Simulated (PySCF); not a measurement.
C₂H₁₀Si₄ (SMILES C#C[SiH2][SiH]([SiH3])[SiH3])

The calculation's input:

```
{"job": {"kind": "nmr", "xc": "PBE0", "basis": "pcSseg-1"}, "charge": 0, "multiplicity": 1}
C      3.059588     0.072475     1.377875
C      2.460104    -0.138398     0.357313
Si     1.504334    -0.436317    -1.198685
Si    -0.750776     0.001724    -0.768429
Si    -1.076478     2.085155     0.215370
Si    -1.797093    -1.745659     0.356807
H      3.594105     0.252486     2.266659
H      2.130583     0.429774    -2.208358
H      1.801739    -1.825689    -1.578232
H     -1.369004     0.062029    -2.118299
H     -2.012866     2.017919     1.341263
H      0.181039     2.623827     0.738333
H     -1.617313     3.093337    -0.698857
H     -1.978902    -1.425976     1.775189
H     -3.123008    -2.075033    -0.170956
H     -1.013650    -2.982710     0.301596
```

Run with:

```sh
OMP_NUM_THREADS=1 python probes_run.py task.json out
```

Geometry: GFN2-xTB.

Level of theory: PySCF, PBE0/pcSseg-1, SCF density, gas phase, non-relativistic.

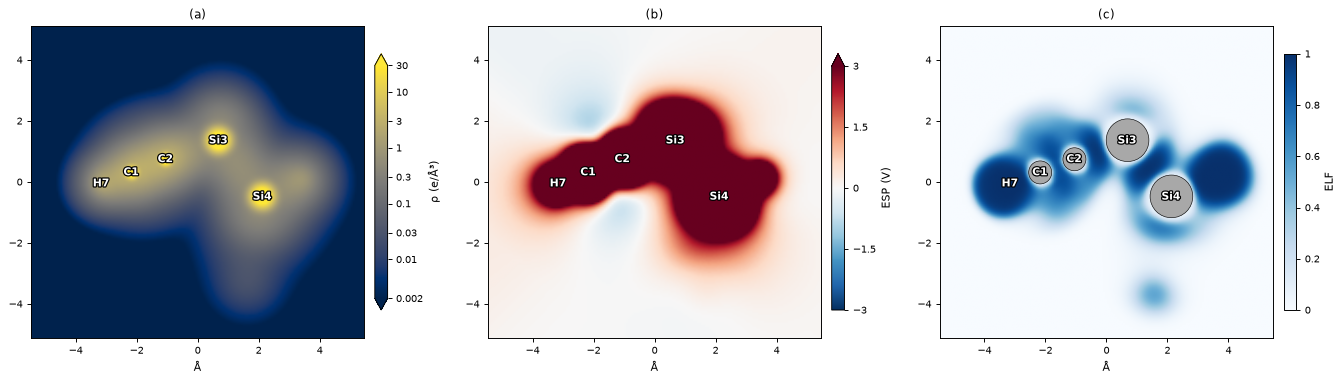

Figure 1. (a) total electron density; (b) molecular electrostatic potential; (c) ELF on the plane of atoms C2, Si3 and Si4. Grey discs cover the atomic cores in the ELF map.

Q: What do the fields say about this system?

A:
- The plane passes through C, Si and H nuclei.
- C–C (1.20 Å): the density is about 2.8 e/Å³ at the midpoint; the ELF peaks at about 0.85 between the atoms: a short, multiple covalent bond.
- C–Si (1.85 Å): the density is about 0.91 e/Å³ at the midpoint; the ELF peaks at about 0.95 between the atoms; a covalent bond.
- Si–Si (2.34 Å): ρ is about 0.63 e/Å³ halfway; the ELF peaks at about 1 between the atoms: a covalent bond.
- C–H (1.05 Å): ρ is about 2.1 e/Å³ halfway; the ELF climbs to about 1 towards the hydrogen, as it does in any bond to H (a covalent bond by its length).
- Outside the dense part of the molecule the potential is most negative (−0.9 V) near C2.

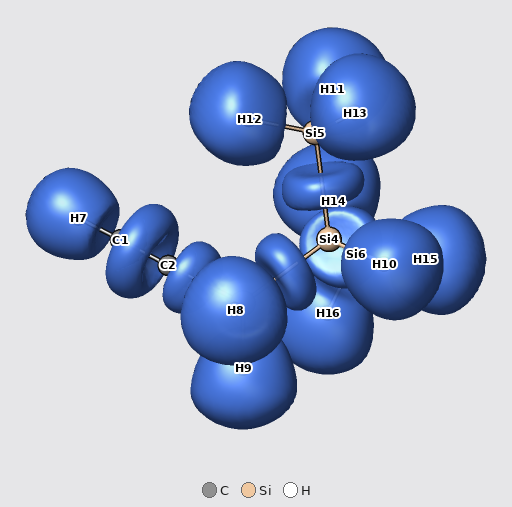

Figure 2. Isosurface of the electron localisation function at 0.75 (blue), seen at an oblique angle. Core shells and regions of very low density are left out.

Q: Identify the bonds, lone pairs and shells in this picture.

A: The surface consists of one region between bonded C–C atoms (shared pairs), one region between bonded C–Si atoms (shared pairs), three regions between bonded Si–Si atoms (shared pairs) and ten regions around hydrogen nuclei.

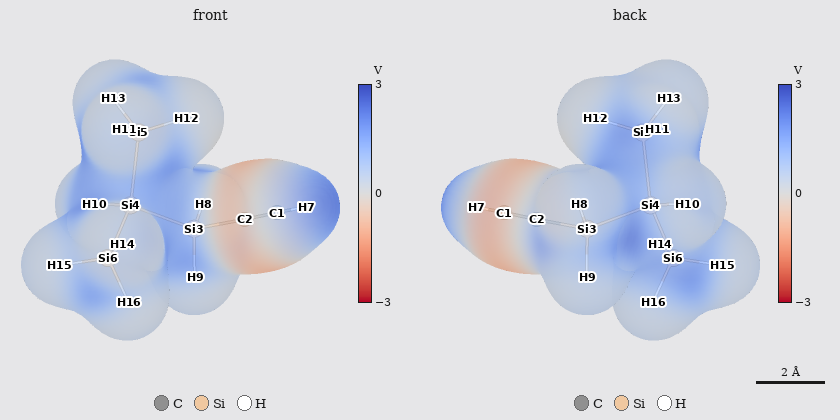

Figure 3. The electrostatic potential painted on the density surface at 0.004 e/bohr³, seen from the front and from behind; red is negative and blue positive.

Q: Describe the electrostatic potential map.

A: The most negative region (about −0.9 V, or −21 kcal/mol for a unit charge) lies over C1 and C2, the most positive (about +2.2 V, or +51 kcal/mol for a unit charge) over Si3 and H7.
